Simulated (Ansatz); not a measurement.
```xyz
11

Si   -0.3222   -0.6228   -1.8791
O    -0.3369   -0.6095   -0.1572
C     0.2443    0.4563    0.4333
C     0.1909    0.3870    1.9298
O     0.7441    1.3460   -0.2189
H     0.6548    1.2800    2.3640
H     0.7114   -0.5194    2.2747
H    -0.8553    0.2980    2.2593
H     1.0729   -0.6572   -2.3896
H    -1.0819    0.5356   -2.4165
H    -1.0221   -1.8940   -2.1997
```

Geometry: r2SCAN-D4/def2-SVP; not at a stationary point (largest force 0.7 eV/Å).

Method: RKS PBE0-D4/def2-TZVP in Ansatz.

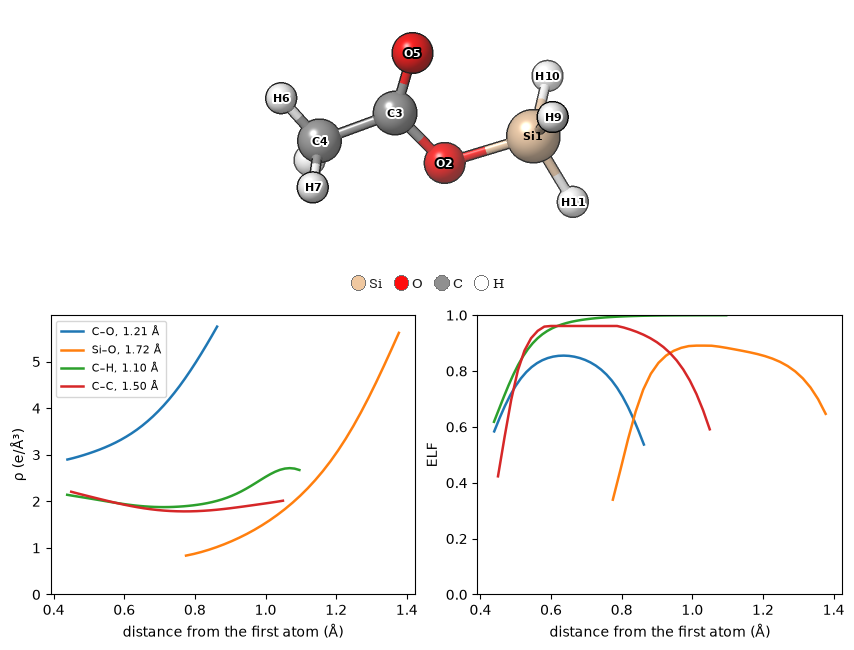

C2H6O2Si (Si(OAc)H3). Electron density and ELF along straight lines between neighbouring atoms. The curves leave out the atomic cores. The structure is drawn too.

**Compare the contacts.**

C–O (1.21 Å): the density is about 3.4 e/Å³ at the midpoint; the ELF peaks at about 0.85 between the atoms: a multiple bond.
Si–O (1.72 Å): ρ at the midpoint is about 1 e/Å³; the ELF peaks at about 0.90 between the atoms (a shared but strongly polarised pair).
C–H (1.10 Å): ρ at the midpoint is about 2 e/Å³; the ELF climbs to about 1 towards the hydrogen, as it does in any bond to H: a covalent bond by its length.
C–C (1.50 Å): the density is about 1.8 e/Å³ at the midpoint; the ELF peaks at about 0.95 between the atoms, as expected for a covalent bond.
